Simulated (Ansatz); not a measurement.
Input

```
crystal:
  lattice:
    - [2.89988257, 0.0, 0.0]
    - [-1.449941285, 2.5113719736, 0.0]
    - [0.0, 0.0, 6.3493483107]
  atoms:
    - { symbol: Zr, position: [0.0, 0.0, 0.0] }
    - { symbol: Mn, position: [0.3333333333, 0.6666666667, 0.6458133012], spin: 1.09 }
    - { symbol: Mn, position: [0.6666666667, 0.3333333333, 0.3541866988], spin: 1.09 }
    - { symbol: "N", position: [0.3333333333, 0.6666666667, 0.222311256] }
    - { symbol: "N", position: [0.6666666667, 0.3333333333, 0.777688744] }
basis:
  ecutwfc: 420
kpoints:
  mp_grid: { grid: [12, 12, 6] }
hamiltonian:
  xc: pbe
scf:
  occupations: { method: gaussian, width: 0.1 }
output:
  forces: true
  stress: true
  eigenvalues: true
  populations: true
  write_density: true
  write_potential: true
  elf: true
  volumetric_format: npy
magnetization:
  spin_polarized: true
relax:
  adjacent_minimum: "off"
  f_tol: 0.01
  max_steps: 30
  cell: { stress_tol: 0.1, fix: [volume] }
```

Launched as:

```sh
ansatz run input.yaml --threads 1 --pin off --max-ram 2560MiB --backend cpu --events-out ev --progress --plain --runs-dir out
```

Below, planes, directions and counts refer to the conventional cell (a = 2.90 Å, b = 2.90 Å, c = 6.34 Å, α = 90.00°, β = 90.00°, γ = 120.00°).

Space group P-3m1; a generated structure, not necessarily the stable one; changed on purpose from its base cell (volume × 0.88, shape and atoms relaxed); computed pressure about 41 GPa in this cell; spin-polarised.

Computed with DFT PBE, scalar-relativistic, plane waves, PAW in Ansatz.

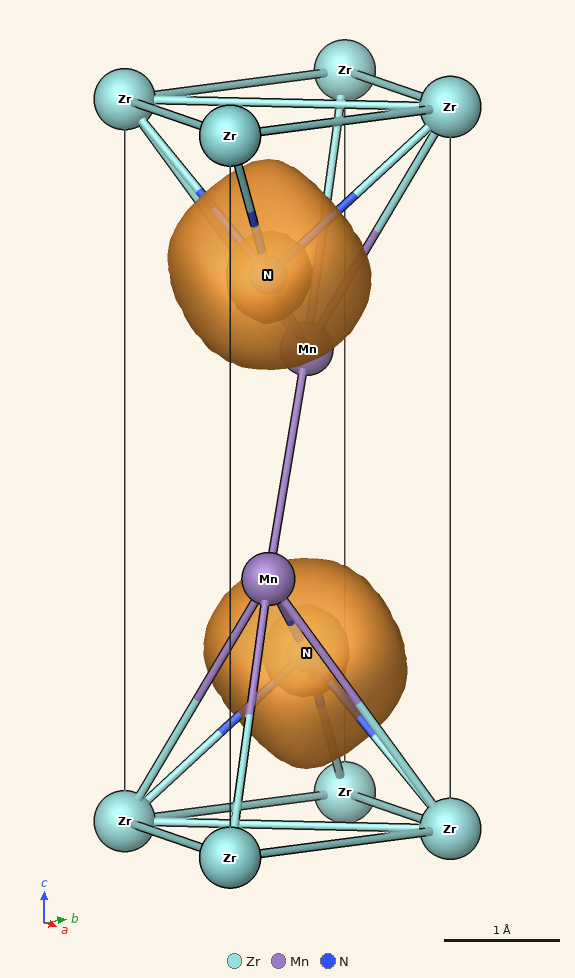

ZrMn$_{2}$N$_{2}$. Isosurface of the ELF at 0.6 (orange), seen slightly off an axis. Only the valence region is drawn (cores and ρ < 0.01 e/Å³ removed). Sticks mark near contacts.

In a PAW calculation such maps are meaningful between the atoms, not at the nuclei.

Question: Where are the electrons localised?

Answer: At this value the surface marks out two regions wrapped around N (the valence shell of each), counted in one cell of 5 atoms. Regions shared between cells count once.

Values along the shortest contacts:
Mn–N (1.87 Å): the ELF peaks at about 0.80 in the valence shell of N, 0.6 Å from its nucleus, and is about 0.30 at the midpoint: no shared electron pair shows on this line. Zr–N (2.19 Å): the ELF peaks at about 0.80 in the valence shell of N, 0.6 Å from its nucleus, and drops to about 0.15 between the two atoms: no shared electron pair shows on this line.
